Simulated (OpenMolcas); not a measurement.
**SiPH3Cl: excited-state calculation (part 3 of 3)**

Continued. System: SiPH3Cl, multiplicity 2. Method: RASSCF/STO-3G (OpenMolcas 26.06). The geometry comes from this level: GFN2-xTB.

Geometry of the input (Å):
```
P  -0.4161  0.3396  -1.1494
Si 0.3629  -0.1321  0.8959
Cl 1.4531  -1.8456  0.8205
H  -1.4148  -0.6221  -1.1567
H  -1.2797  1.3338  -0.7221
H  1.2947  0.9264  1.3117
```

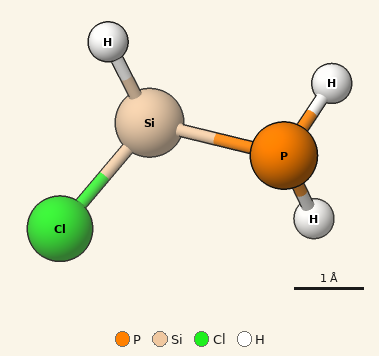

Figure 1. The structure (ball-and-stick view, seen on its broad side).

**Log, continued**
```
      Expectation values of various properties for root number:  1
      -----------------------------------------------------------

++    Molecular properties:
      ---------------------

      Charge (e):
                      =   -0.0000
      Dipole Moment (debye):
      Origin of the operator (angstrom)=    0.4814   -0.5783    0.1814
                   X= -2.7139E+00               Y=  2.5705E+00               Z=  1.1937E-01           Total=  3.7399E+00
      Quadrupole Moment (debye*angstrom):
      Origin of the operator (angstrom)=    0.4814   -0.5783    0.1814
                  XX= -3.6724E+01              XY=  1.5132E+00              XZ= -1.0545E+00              YY= -3.9381E+01
                  YZ=  1.8235E+00              ZZ= -3.6641E+01
      In traceless form (debye*angstrom)
                  XX=  1.2863E+00              XY=  2.2697E+00              XZ= -1.5817E+00              YY= -2.6982E+00
                  YZ=  2.7352E+00              ZZ=  1.4119E+00
--

      Mulliken spin population analysis for root number:  1
      ---------------------------------------------------

++    Molecular charges:
      ------------------

      Mulliken spin population per centre and basis function type
      ---------------------------------------------------

                P1      SI2     CL3     H4      H5      H6
      1s      -0.0000  0.0001  0.0000  0.0034  0.0023  0.0247
      2s      -0.0000  0.0020  0.0000  0.0000  0.0000  0.0000
      2px     -0.0002  0.0071  0.0008  0.0000  0.0000  0.0000
      2pz      0.0028  0.0076  0.0003  0.0000  0.0000  0.0000
      2py      0.0001  0.0005 -0.0000  0.0000  0.0000  0.0000
      3s      -0.0013  0.1497  0.0010  0.0000  0.0000  0.0000
      3px     -0.0105  0.2765  0.0596  0.0000  0.0000  0.0000
      3pz      0.1326  0.2986  0.0211  0.0000  0.0000  0.0000
      3py      0.0059  0.0189 -0.0034  0.0000  0.0000  0.0000
      Total    0.1293  0.7608  0.0795  0.0034  0.0023  0.0247

      Total electronic spin=    1.000000
--

      Von Neumann Entropy (Root   2) =  0.82619

      Mulliken population analysis for root number:  2
      -----------------------------------------------

++    Molecular charges:
      ------------------

      Mulliken charges per centre and basis function type
      ---------------------------------------------------

                P1      SI2     CL3     H4      H5      H6
      1s       1.9998  1.9998  2.0000  1.0878  1.0901  1.1700
      2s       1.9930  1.9920  1.9991  0.0000  0.0000  0.0000
      2px      1.9778  1.9697  1.9972  0.0000  0.0000  0.0000
      2pz      1.9782  1.9618  1.9993  0.0000  0.0000  0.0000
      2py      1.9732  1.9575  1.9948  0.0000  0.0000  0.0000
      3s       1.6432  1.5455  1.9854  0.0000  0.0000  0.0000
      3px      1.1043  0.9602  1.8262  0.0000  0.0000  0.0000
      3pz      1.0416  0.6942  1.9532  0.0000  0.0000  0.0000
      3py      0.8557  0.5330  1.7163  0.0000  0.0000  0.0000
      Total   14.5669 13.6137 17.4715  1.0878  1.0901  1.1700

      N-E      0.4331  0.3863 -0.4715 -0.0878 -0.0901 -0.1700

      Total electronic charge=   49.000000

      Total            charge=   -0.000000
--

      Expectation values of various properties for root number:  2
      -----------------------------------------------------------

++    Molecular properties:
      ---------------------

      Charge (e):
                      =   -0.0000
      Dipole Moment (debye):
      Origin of the operator (angstrom)=    0.4814   -0.5783    0.1814
                   X= -2.5459E+00               Y=  3.7579E+00               Z= -4.5301E+00           Total=  6.4129E+00
      Quadrupole Moment (debye*angstrom):
      Origin of the operator (angstrom)=    0.4814   -0.5783    0.1814
                  XX= -3.6938E+01              XY=  1.0943E+00              XZ=  1.8454E+00              YY= -3.8029E+01
                  YZ= -1.3708E+00              ZZ= -3.4169E+01
      In traceless form (debye*angstrom)
                  XX= -8.3943E-01              XY=  1.6414E+00              XZ=  2.7681E+00              YY= -2.4754E+00
                  YZ= -2.0562E+00              ZZ=  3.3148E+00
--

      Mulliken spin population analysis for root number:  2
      ---------------------------------------------------

++    Molecular charges:
      ------------------

      Mulliken spin population per centre and basis function type
      ---------------------------------------------------

                P1      SI2     CL3     H4      H5      H6
      1s       0.0000  0.0000  0.0000  0.0116  0.0102  0.0336
      2s       0.0013  0.0013  0.0000  0.0000  0.0000  0.0000
      2px      0.0011  0.0031  0.0009  0.0000  0.0000  0.0000
      2pz      0.0098 -0.0007  0.0002  0.0000  0.0000  0.0000
      2py      0.0004  0.0000 -0.0001  0.0000  0.0000  0.0000
      3s       0.0934  0.0854 -0.0000  0.0000  0.0000  0.0000
      3px      0.0579  0.1210  0.0702  0.0000  0.0000  0.0000
      3pz      0.5050 -0.0349  0.0150  0.0000  0.0000  0.0000
      3py      0.0203  0.0009 -0.0071  0.0000  0.0000  0.0000
      Total    0.6892  0.1763  0.0790  0.0116  0.0102  0.0336

      Total electronic spin=    1.000000
--

      Von Neumann Entropy (Root   3) =  0.77927

      Mulliken population analysis for root number:  3
      -----------------------------------------------

++    Molecular charges:
      ------------------

      Mulliken charges per centre and basis function type
      ---------------------------------------------------

                P1      SI2     CL3     H4      H5      H6
      1s       1.9998  1.9998  2.0000  1.0597  1.0581  1.1533
      2s       1.9928  1.9934  1.9991  0.0000  0.0000  0.0000
      2px      1.9736  1.9686  1.9974  0.0000  0.0000  0.0000
      2pz      1.9852  1.9659  1.9948  0.0000  0.0000  0.0000
      2py      1.9734  1.9581  1.9953  0.0000  0.0000  0.0000
      3s       1.6361  1.6483  1.9871  0.0000  0.0000  0.0000
      3px      0.9003  0.9235  1.8291  0.0000  0.0000  0.0000
      3pz      1.4318  0.8419  1.5542  0.0000  0.0000  0.0000
      3py      0.8695  0.5567  1.7533  0.0000  0.0000  0.0000
      Total   14.7624 13.8561 17.1103  1.0597  1.0581  1.1533

      N-E      0.2376  0.1439 -0.1103 -0.0597 -0.0581 -0.1533

      Total electronic charge=   49.000000

      Total            charge=   -0.000000
--

      Expectation values of various properties for root number:  3
      -----------------------------------------------------------

++    Molecular properties:
      ---------------------

      Charge (e):
                      =   -0.0000
      Dipole Moment (debye):
      Origin of the operator (angstrom)=    0.4814   -0.5783    0.1814
                   X=  3.4238E-01               Y=  6.2633E-01               Z= -1.9114E+00           Total=  2.0403E+00
      Quadrupole Moment (debye*angstrom):
      Origin of the operator (angstrom)=    0.4814   -0.5783    0.1814
                  XX= -3.5435E+01              XY= -2.3733E-01              XZ=  2.0083E+00              YY= -3.6014E+01
                  YZ= -5.9413E-02              ZZ= -3.8905E+01
      In traceless form (debye*angstrom)
                  XX=  2.0242E+00              XY= -3.5599E-01              XZ=  3.0125E+00              YY=  1.1560E+00
                  YZ= -8.9120E-02              ZZ= -3.1802E+00
--

      Mulliken spin population analysis for root number:  3
      ---------------------------------------------------

++    Molecular charges:
      ------------------

      Mulliken spin population per centre and basis function type
      ---------------------------------------------------

                P1      SI2     CL3     H4      H5      H6
      1s       0.0000  0.0000  0.0000  0.0397  0.0400  0.0587
      2s       0.0013  0.0001  0.0000  0.0000  0.0000  0.0000
      2px      0.0046 -0.0002  0.0009  0.0000  0.0000  0.0000
      2pz      0.0004 -0.0005  0.0048  0.0000  0.0000  0.0000
      2py      0.0000  0.0002  0.0001  0.0000  0.0000  0.0000
      3s       0.0990  0.0087  0.0001  0.0000  0.0000  0.0000
      3px      0.2277 -0.0104  0.0779  0.0000  0.0000  0.0000
      3pz      0.0176 -0.0157  0.4269  0.0000  0.0000  0.0000
      3py      0.0019  0.0053  0.0104  0.0000  0.0000  0.0000
      Total    0.3527 -0.0124  0.5212  0.0397  0.0400  0.0587

      Total electronic spin=    1.000000
--

      Von Neumann Entropy (Root   4) =  1.26802

      Mulliken population analysis for root number:  4
      -----------------------------------------------

++    Molecular charges:
      ------------------

      Mulliken charges per centre and basis function type
      ---------------------------------------------------

                P1      SI2     CL3     H4      H5      H6
      1s       1.9998  1.9998  2.0000  1.0992  1.0999  1.1678
      2s       1.9941  1.9929  1.9992  0.0000  0.0000  0.0000
      2px      1.9777  1.9654  1.9955  0.0000  0.0000  0.0000
      2pz      1.9816  1.9678  1.9981  0.0000  0.0000  0.0000
      2py      1.9733  1.9605  1.9922  0.0000  0.0000  0.0000
      3s       1.7305  1.6030  1.9882  0.0000  0.0000  0.0000
      3px      1.1026  0.7939  1.6484  0.0000  0.0000  0.0000
      3pz      1.2645  0.8990  1.8413  0.0000  0.0000  0.0000
      3py      0.8612  0.6451  1.4575  0.0000  0.0000  0.0000
      Total   14.8853 13.8274 16.9203  1.0992  1.0999  1.1678

      N-E      0.1147  0.1726  0.0797 -0.0992 -0.0999 -0.1678

      Total electronic charge=   49.000000

      Total            charge=   -0.000000
--

      Expectation values of various properties for root number:  4
      -----------------------------------------------------------

++    Molecular properties:
      ---------------------

      Charge (e):
                      =   -0.0000
      Dipole Moment (debye):
      Origin of the operator (angstrom)=    0.4814   -0.5783    0.1814
                   X=  8.7790E-01               Y= -1.3551E+00               Z=  6.2714E-01           Total=  1.7321E+00
      Quadrupole Moment (debye*angstrom):
      Origin of the operator (angstrom)=    0.4814   -0.5783    0.1814
                  XX= -3.5103E+01              XY= -6.0617E-01              XZ=  3.1117E-01              YY= -3.5229E+01
                  YZ= -1.4310E-01              ZZ= -3.9117E+01
      In traceless form (debye*angstrom)
                  XX=  2.0698E+00              XY= -9.0925E-01              XZ=  4.6676E-01              YY=  1.8814E+00
                  YZ= -2.1465E-01              ZZ= -3.9512E+00
--

      Mulliken spin population analysis for root number:  4
      ---------------------------------------------------

++    Molecular charges:
      ------------------

      Mulliken spin population per centre and basis function type
      ---------------------------------------------------

                P1      SI2     CL3     H4      H5      H6
      1s       0.0000  0.0000  0.0000  0.0005  0.0016  0.0294
      2s       0.0001  0.0010  0.0001  0.0000  0.0000  0.0000
      2px      0.0002 -0.0003  0.0028  0.0000  0.0000  0.0000
      2pz      0.0003  0.0011  0.0014  0.0000  0.0000  0.0000
      2py      0.0000  0.0024  0.0047  0.0000  0.0000  0.0000
      3s       0.0031  0.0575  0.0020  0.0000  0.0000  0.0000
      3px      0.0094 -0.0143  0.2491  0.0000  0.0000  0.0000
      3pz      0.0096  0.0363  0.1257  0.0000  0.0000  0.0000
      3py      0.0001  0.0828  0.3933  0.0000  0.0000  0.0000
      Total    0.0228  0.1665  0.7792  0.0005  0.0016  0.0294

      Total electronic spin=    1.000000
--

      Von Neumann Entropy (Root   5) =  1.40137

      Mulliken population analysis for root number:  5
      -----------------------------------------------

++    Molecular charges:
      ------------------

      Mulliken charges per centre and basis function type
      ---------------------------------------------------

                P1      SI2     CL3     H4      H5      H6
      1s       1.9998  1.9997  2.0000  1.0945  1.1046  1.1614
      2s       1.9941  1.9907  1.9994  0.0000  0.0000  0.0000
      2px      1.9780  1.9655  1.9970  0.0000  0.0000  0.0000
      2pz      1.9778  1.9601  1.9983  0.0000  0.0000  0.0000
      2py      1.9731  1.9675  1.9952  0.0000  0.0000  0.0000
      3s       1.7234  1.4373  1.9898  0.0000  0.0000  0.0000
      3px      1.1178  0.7896  1.7933  0.0000  0.0000  0.0000
      3pz      1.0796  0.6051  1.8731  0.0000  0.0000  0.0000
      3py      0.8523  0.8824  1.6995  0.0000  0.0000  0.0000
      Total   14.6958 13.5979 17.3457  1.0945  1.1046  1.1614

      N-E      0.3042  0.4021 -0.3457 -0.0945 -0.1046 -0.1614

      Total electronic charge=   49.000000

      Total            charge=   -0.000000
--

      Expectation values of various properties for root number:  5
      -----------------------------------------------------------

++    Molecular properties:
      ---------------------

      Charge (e):
                      =   -0.0000
      Dipole Moment (debye):
      Origin of the operator (angstrom)=    0.4814   -0.5783    0.1814
                   X= -3.0679E+00               Y=  2.3846E+00               Z= -3.0513E-01           Total=  3.8976E+00
      Quadrupole Moment (debye*angstrom):
      Origin of the operator (angstrom)=    0.4814   -0.5783    0.1814
                  XX= -3.5854E+01              XY=  1.0859E+00              XZ= -8.9586E-01              YY= -3.8539E+01
                  YZ=  5.1909E-01              ZZ= -3.3727E+01
      In traceless form (debye*angstrom)
                  XX=  2.7944E-01              XY=  1.6288E+00              XZ= -1.3438E+00              YY= -3.7484E+00
                  YZ=  7.7864E-01              ZZ=  3.4689E+00
--

      Mulliken spin population analysis for root number:  5
      ---------------------------------------------------

++    Molecular charges:
      ------------------

      Mulliken spin population per centre and basis function type
      ---------------------------------------------------

                P1      SI2     CL3     H4      H5      H6
      1s       0.0000  0.0000  0.0000  0.0014  0.0081  0.0059
      2s       0.0000  0.0018  0.0003  0.0000  0.0000  0.0000
      2px     -0.0001  0.0055  0.0012  0.0000  0.0000  0.0000
      2pz     -0.0013  0.0026  0.0003  0.0000  0.0000  0.0000
      2py     -0.0001  0.0087  0.0029  0.0000  0.0000  0.0000
      3s      -0.0005  0.1137  0.0055  0.0000  0.0000  0.0000
      3px     -0.0030  0.2032  0.0833  0.0000  0.0000  0.0000
      3pz     -0.0639  0.0945  0.0304  0.0000  0.0000  0.0000
      3py     -0.0025  0.3048  0.1970  0.0000  0.0000  0.0000
      Total   -0.0713  0.7349  0.3209  0.0014  0.0081  0.0059

      Total electronic spin=    1.000000
--

      Average orbitals are written to the RASORB file
      Natural orbitals for root   1 are written to the RASORB.1 file
      Natural orbitals for root   2 are written to the RASORB.2 file
      Natural orbitals for root   3 are written to the RASORB.3 file
      Natural orbitals for root   4 are written to the RASORB.4 file
      Natural orbitals for root   5 are written to the RASORB.5 file
      Spin density orbitals for root   1 are written to the SPDORB.1 file
      Spin density orbitals for root   2 are written to the SPDORB.2 file
      Spin density orbitals for root   3 are written to the SPDORB.3 file
      Spin density orbitals for root   4 are written to the SPDORB.4 file
      Spin density orbitals for root   5 are written to the SPDORB.5 file

--- Stop Module: rasscf /rc=_RC_ALL_IS_WELL_ ---
           step15.RasOrb.2 step15.RasOrb.3 step15.RasOrb.4 step15.RasOrb.5 step15.rasscf.h5 step15.SpdOrb.1 step15.SpdOrb.2 step15.SpdOrb.3 step15.SpdOrb.4 step15.SpdOrb.5 xmldump
--- Module rasscf spent 7 seconds ---

.##################.
.# Happy landing! #.
.##################.

    Timing: Wall=8.05 User=6.10 System=1.94
```

**Results in brief**

```tsv
quantity	value
outcome	converged
total energy	−1078.871616 hartree
CASSCF energy	−1078.871616 hartree
basis functions	30
dipole moment	3.74 debye
wall time	8.4 s
peak memory	0.37 GiB
```
